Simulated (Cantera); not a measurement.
Feed: 1 mol Si, a varied amount of H2O, 18 mol H2, at 2023 K and 1.00 bar.

Equilibrium computed with Cantera from the NASA thermochemical tables; the gas is ideal and each condensed phase is pure. Candidate condensed phases: H2O, Si, SiO2; 18 gas species. The tables hold silica as quartz up to 1696 K and as liquid above; real silica turns to tridymite and cristobalite and melts near 1996 K. Gases not in the tables: Si(OH)4, Si2H6 and higher silanes. Kinetics and transport are ignored.

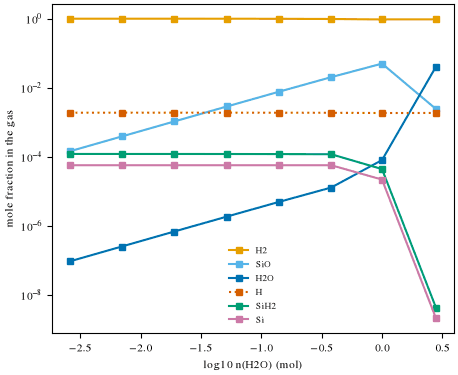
Figure. Equilibrium gas composition (values under 1e-9 drawn at 1e-9)

From 0.0026 mol H2O to 0.38 mol H2O the condensed part is Si(l). At 1 mol H2O nothing is condensed. At 2.8 mol H2O the condensed part is SiO2(l). The share of Si in condensed phases is highest at 0.0026 mol H2O (99.3 %) and lowest at 1 mol H2O (0.0 %).
